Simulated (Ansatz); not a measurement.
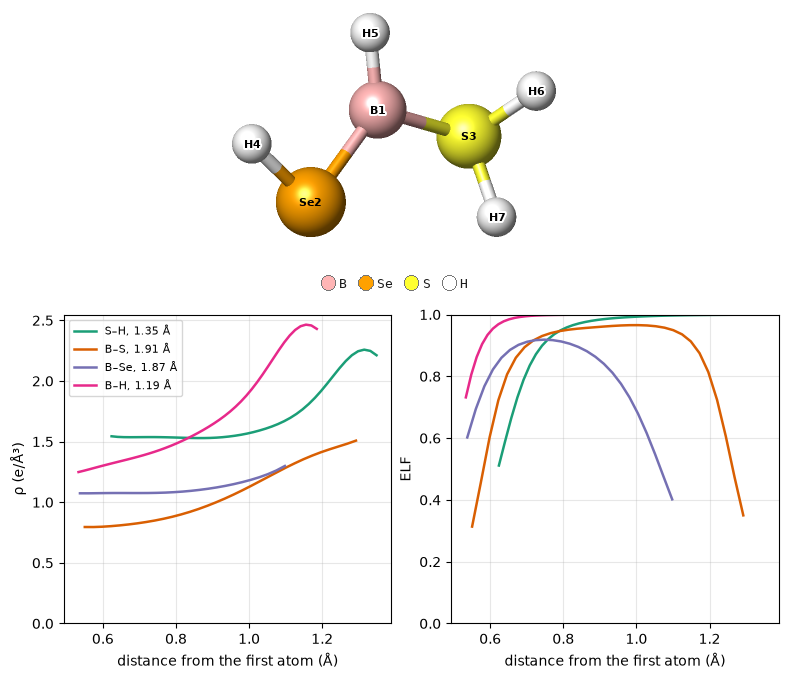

BH₄SSe (charge +1). Electron density and ELF along straight lines between neighbouring atoms. The curves leave out the atomic cores. The structure is drawn too.

Method: RKS BHLYP-D4/def2-SVP in Ansatz 0.2.0.

```xyz
7

B    -0.2917   -0.0127    0.0410
Se   -1.3108   -1.3943    0.7792
S     1.5845   -0.2859   -0.2255
H    -2.5793   -0.6808    0.6330
H    -0.6388    1.0420   -0.3734
H     2.0660    0.8323    0.3550
H     1.9263   -1.1353    0.7647
```

### What can be read from the curves?

S–H (1.35 Å): the density is about 1.5 e/Å³ at the midpoint; the ELF climbs to about 1 towards the hydrogen, as it does in any bond to H; an ordinary covalent bond to hydrogen.
B–S (1.91 Å): ρ is about 1.1 e/Å³ halfway, with its minimum of 0.8 e/Å³ about 0.6 Å from B; the ELF peaks at about 0.95 between the atoms: localised, covalent bonding.
B–Se (1.87 Å): ρ at the midpoint is about 1.1 e/Å³; the ELF peaks at about 0.90 between the atoms; localised, covalent bonding.
B–H (1.19 Å): ρ is about 1.3 e/Å³ halfway; the ELF climbs to about 1 towards the hydrogen; an ordinary covalent bond to hydrogen.
